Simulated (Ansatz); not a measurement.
The relaxed structure here is a generated cell of SnTe: the first start was made by placing the elements on the sites of a structure type, and the end was not matched to a known phase here, so it may be hypothetical. Known forms of SnTe include space group No. 225.

The end point of a relaxation of SnTe. Space group Imm2 (No. 44). All values below come from PBE (plane waves to 420 eV, PAW, scalar-relativistic; Ansatz, a first-principles code).

```cif
data_Sn2Te2
_chemical_formula_sum 'Sn2 Te2'
_space_group_name_H-M_alt 'Imm2'
_space_group_IT_number 44
_space_group_name_Hall 'I 2 -2'
_cell_length_a 4.52104
_cell_length_b 6.41398
_cell_length_c 4.58151
_cell_angle_alpha 90.000
_cell_angle_beta 90.000
_cell_angle_gamma 90.000
loop_
_atom_site_label
_atom_site_type_symbol
_atom_site_symmetry_multiplicity
_atom_site_Wyckoff_symbol
_atom_site_fract_x
_atom_site_fract_y
_atom_site_fract_z
_atom_site_occupancy
Sn1 Sn 2 b 0.50000 0.00000 0.01709 1
Te1 Te 2 a 0.00000 0.00000 0.47839 1
```
(The calculation used a cell of 2 atoms; values per cell refer to that cell.)

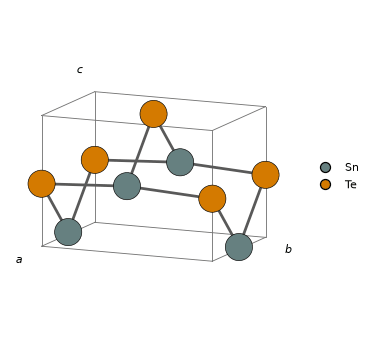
The conventional cell of the relaxed structure

For SnTe, the volume per atom comes out as 33.21 Å³ and the band gap is 0.13 eV, direct at T (no spin-orbit coupling). The shortest distances is Sn–Te 3.09 Å and the k-mesh is 8×8×8.

Band energies at high-symmetry points (eV from the VBM; labels of this space group; no spin-orbit coupling), from −5 eV up to 4.7 eV:

```csv
point,energies
Γ,-4.81 -1.94 -1.91 -1.91 3.15 3.16 3.29
X,-3.38 -3.37 2.31
F0,-4.71 -2.96 -2.50 2.84 3.15 4.38
Σ0,-4.71 -2.96 -2.50 2.84 3.15 4.38
Λ0,-4.74 -2.94 -2.49 2.87 3.09 4.45
G0,-4.74 -2.94 -2.49 2.87 3.09 4.45
R,-4.96 -3.39 -3.36 2.40
W,-4.37 -4.37 -0.71 0.95 4.64 4.68
```

No spin polarisation in the result. Without spin-orbit coupling the bands of the heavy element are not split, so the gap can be far off.

It was reached from a disturbed copy of a P6₃mc (No. 186) cell, against which it lies -128 meV/atom.
